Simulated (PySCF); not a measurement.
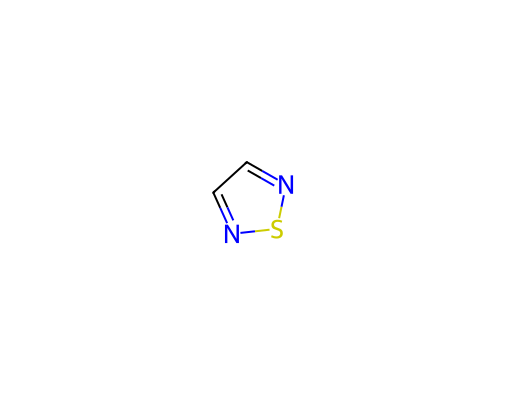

Skeletal drawing of a molecule.

> Transcribe the drawing into SMILES.

c1cnsn1

> What is the molecular formula?

C2H2N2S.

> An optimisation with PBE0-D3(BJ)/def2-SVP gave a structure of which point group?

C2v.

More results for the same structure follow; atom numbers are the same in all pictures, views and colours differ. Computed geometry: PBE0-D3(BJ)/def2-SVP optimisation. No frequency run is at hand to confirm it as a minimum.

Electronic properties

No frequency run is at hand to confirm it as a minimum. Method: B3LYP/6-31G*, gas phase (PySCF 2.14.0).

Predict the main results.

- dipole moment: 1.54 D
- HOMO energy (Kohn–Sham orbital): −7.60 eV
- LUMO energy (Kohn–Sham orbital): −1.54 eV
- HOMO–LUMO gap: 6.05 eV

Spin–spin coupling

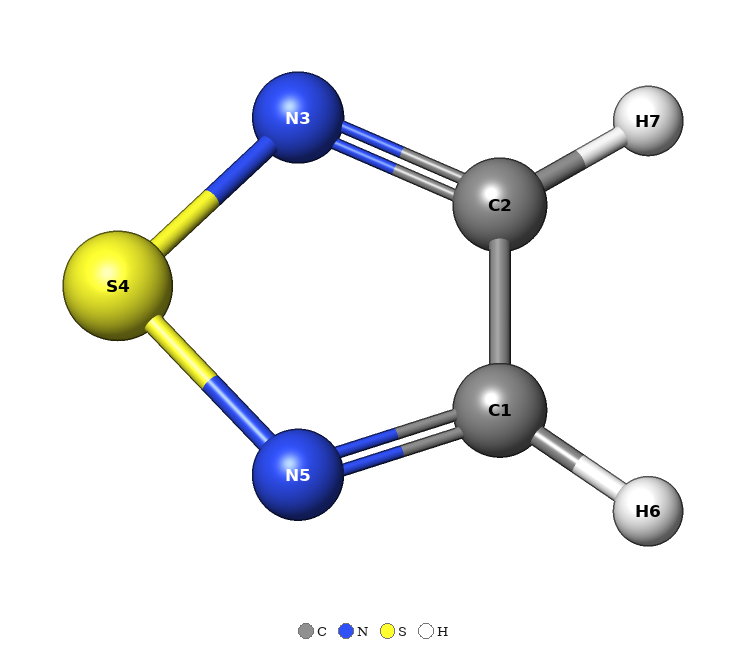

No frequency run is at hand to confirm it as a minimum. Properties computed with B3LYP/cc-pVTZ indirect spin-spin coupling, non-relativistic, gas phase (PySCF 2.14.0). Isotopes: 13C, 1H, 15N, 33S.

Give the spin–spin coupling constants of these pairs, with the number of bonds between them: C1/H6, C1/C2, C2/H7, C2/N5, N3/H7, N5/H6, N3/H6, S4/H7, N5/H7.

```json
{"pair": "C1, H6", "bonds apart": "1", "J (Hz)": "179.3"}
{"pair": "C1, C2", "bonds apart": "1", "J (Hz)": "56.5"}
{"pair": "C2, H7", "bonds apart": "1", "J (Hz)": "179.3"}
{"pair": "C2, N5", "bonds apart": "2", "J (Hz)": "3.4"}
{"pair": "N3, H7", "bonds apart": "2", "J (Hz)": "−15.5"}
{"pair": "N5, H6", "bonds apart": "2", "J (Hz)": "−15.5"}
{"pair": "N3, H6", "bonds apart": "3", "J (Hz)": "−0.9"}
{"pair": "S4, H7", "bonds apart": "3", "J (Hz)": "6.4"}
{"pair": "N5, H7", "bonds apart": "3", "J (Hz)": "−0.9"}
```

Quadrupole coupling

No frequency run is at hand to confirm it as a minimum. Electric field gradients from the ground-state density, B3LYP/6-31G* (PySCF 2.14.0), non-relativistic apart from any core potentials.

Give the largest field-gradient component, the quadrupole coupling constant and the asymmetry for 14N at N3 (Q = 20.44 mb), 33S at S4 (Q = −67.81 mb), 2H at H6 (Q = 2.86 mb).

| atom | V_zz (a.u.) | e²qQ/h (MHz) | η |
| --- | --- | --- | --- |
| N3 | −0.846 | −4.06 | 0.02 |
| S4 | 2.437 | −38.8 | 0.61 |
| H6 | 0.285 | 0.192 | 0.06 |
